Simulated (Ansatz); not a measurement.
# Calculations on WH2OF4

**1. Relaxation**

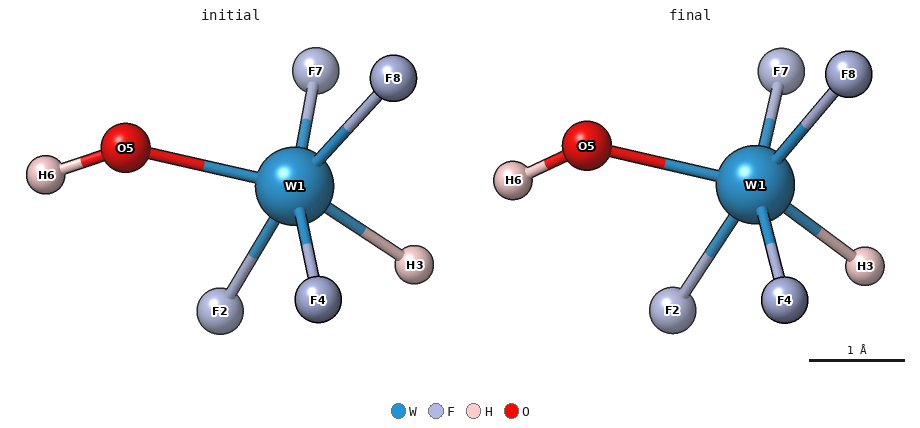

The structure of WH2OF4 before (left) and after (right) a relaxation, at one scale.

Style: ball-and-stick. Shown face on.

The run prepares an end point of a later path (reaction) calculation, from a guessed geometry.

Theory: RHF/def2-SVP (Ansatz). (no spin polarisation; force threshold 0.03 eV/Å; at most 50 steps)

What changed between the two?

The energy falls by 0.024 eV in 7 accepted moves (8 points after the start). Largest force component: 0.52 eV/Å at the start, 0.019 eV/Å at the end. The line search rejected the trial step at point 5 of the run. H6 moves most after the best rigid fit: 0.12 Å. Largest moves by element: H 0.12 Å, F 0.09 Å, O 0.03 Å, W 0.03 Å. Near-neighbour distances that change, for instance: W1–H3 1.707 → 1.674 Å, W1–F2 1.870 → 1.903 Å, W1–O5 1.845 → 1.839 Å. Among the angles between lasting bonds that change: W1–O5–H6 137.2° → 129.9°, H3–W1–F8 97.9° → 104.1°, H3–W1–O5 152.8° → 148.5°. Cost: 11 s on 2 threads of Intel(R) Xeon(R) 6975P-C (Granite Rapids), with other jobs on the host, peak memory 0.26 GiB.

Limits of the set-up: Hartree-Fock leaves out electron correlation.

**2. Relaxation**

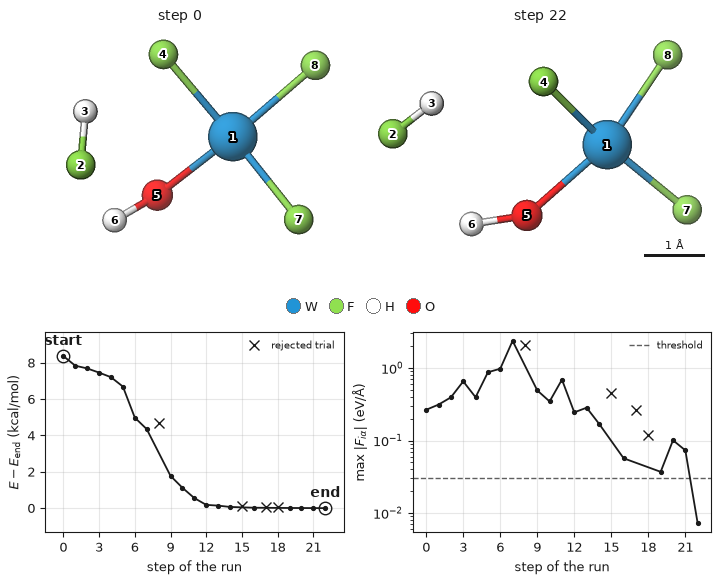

First and last geometry of a relaxation of WH2OF4, with the history of the run. A ball-and-stick model, seen at a tilt.

The run prepares an end point of a later path (reaction) calculation, from a guessed geometry.

All numbers below come from RHF/def2-SVP in Ansatz 0.2.0.

Input file:
```yaml
crystal:
  periodic: [false, false, false]
  atoms:
    - { symbol: W, position_ang: [-0.340695, -0.184014, -0.692402] }
    - { symbol: F, position_ang: [0.716823, 0.068602, 2.160871] }
    - { symbol: H, position_ang: [0.989983, 0.815259, 1.712154] }
    - { symbol: F, position_ang: [0.567633, 1.341504, -0.078387] }
    - { symbol: O, position_ang: [-1.673774, -0.117528, 0.601736] }
    - { symbol: H, position_ang: [-1.482198, -0.288715, 1.519921] }
    - { symbol: F, position_ang: [-0.415738, -1.998658, -1.02312] }
    - { symbol: F, position_ang: [0.080467, 0.237249, -2.447573] }
basis:
  gaussian: { orbitals: def2-SVP }
hamiltonian:
  xc: hf
relax:
  f_tol: 0.03
  max_steps: 50
```

Command:
```bash
ansatz run input.yaml --threads 2 --pin off --max-ram 3072MiB --backend cpu --events-out ev --progress --plain --runs-dir out
```

> Did the run converge, and what did it change?

It converged. F2 moves most after the best rigid fit: 1.20 Å. By element the largest moves are F 1.20 Å, O 0.93 Å, H 0.36 Å, W 0.29 Å. Near-neighbour distances that change, for instance: W1–F2 3.053 → 3.716 Å, W1–H3 2.924 → 3.264 Å, W1–O5 1.859 → 1.816 Å, W1–F7 1.846 → 1.839 Å. Among the angles between lasting bonds that change: W1–O5–H6 121.3° → 147.5°, O5–W1–F8 144.5° → 159.6°, F4–W1–F7 151.2° → 161.6°. Groups turn about W1–O5 by about 115°. The energy falls by 8.37 kcal/mol in 18 accepted moves (22 points after the start). The largest force component goes from 0.27 to 0.0072 eV/Å. The line search rejected the trial steps at points 8, 15, 17, 18 of the run.

```tsv
step	E − E(0), kcal/mol	largest force component, eV/Å	note
0	0.00	0.2657	
1	-0.53	0.3133	
2	-0.68	0.3944	
3	-0.91	0.6546	
4	-1.16	0.3957	
5	-1.68	0.8750	
6	-3.39	0.9797	
7	-4.02	2.3712	
8	-3.68	2.0915	rejected
9	-6.59	0.4913	
10	-7.25	0.3462	
11	-7.82	0.6925	
12	-8.19	0.2446	
13	-8.23	0.2840	
14	-8.30	0.1709	
15	-8.23	0.4538	rejected
16	-8.35	0.0569	
17	-8.32	0.2617	rejected
18	-8.32	0.1184	rejected
19	-8.36	0.0370	
20	-8.36	0.1008	
21	-8.37	0.0732	
22	-8.37	0.0072
```

Limits of the set-up: Hartree-Fock leaves out electron correlation.

**3. Path**

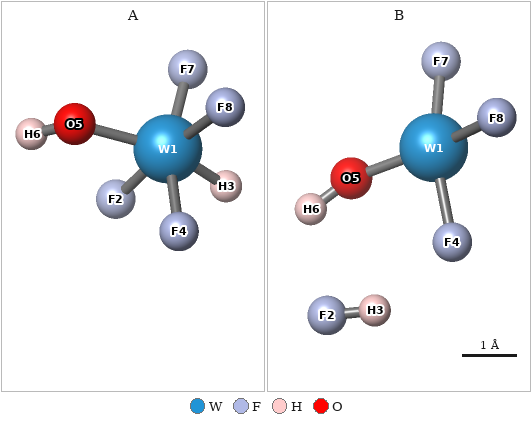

The two relaxed end points of a path for WH2OF4. The picture is a ball-and-stick view, seen at a tilt.

These are results of Ansatz 0.2.0, RHF/def2-SVP, not measurements.

Settings: 5 movable images; climbing image; force threshold 0.05 eV/Å; iteration limit 60.

Start:
```xyz
8

W     0.0231    0.0111   -0.0310
F     0.0446    0.0771    1.8708
H     1.6088   -0.0670    0.4986
F     0.3076    1.8165   -0.1325
O    -1.7704   -0.0656    0.3699
H    -2.2051   -0.1375    1.2136
F     0.2708   -1.8010   -0.1674
F     0.1630    0.0402   -1.8688
```

End:
```xyz
8

W    -0.1637   -0.5649   -0.7821
F    -0.1007    1.4010    2.3712
H     0.5706    1.3429    1.7619
F     1.0613    0.5905    0.0574
O    -1.0725   -0.7121    0.7837
H    -1.3831   -0.2840    1.5718
F    -0.8839   -2.0389   -1.6136
F     0.4145    0.1394   -2.3972
```

### Predict the minimum-energy path and its barrier.

The highest point, image 1, lies 121.1 kJ/mol above the start and 184.0 kJ/mol above the end; the end is at −63.0 kJ/mol relative to the start. Breaking: W1–F2 (1.90 → 2.11 at the top → 3.72 Å), W1–H3 (1.67 → 1.72 at the top → 3.26 Å). Forming: F2–H3 (2.09 → 1.23 at the top → 0.91 Å). The band is converged. At the top, the vibrational analysis gives one imaginary mode (1662i cm⁻¹), as a transition state must have.

Energies of the converged images:

```
image  path (Å)  E (kJ/mol)
    0      0.00         0.0
    1      0.91       121.1
    2      2.00       -16.3
    3      3.10       -26.1
    4      4.19       -51.8
    5      5.29       -58.6
    6      6.39       -63.0
```

The geometry at the top of the path:

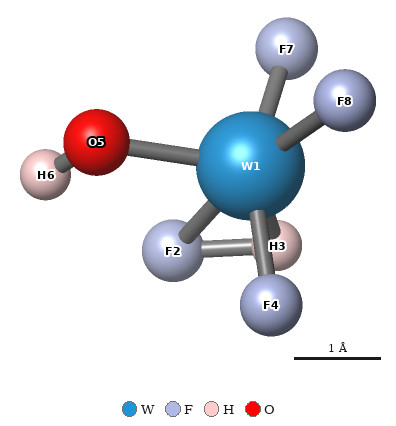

Limits of the set-up: Hartree-Fock leaves out electron correlation.

Cost: 2.4 min on 2 threads of Intel(R) Xeon(R) 6975P-C (Granite Rapids), with other jobs on the host, peak memory 0.29 GiB.
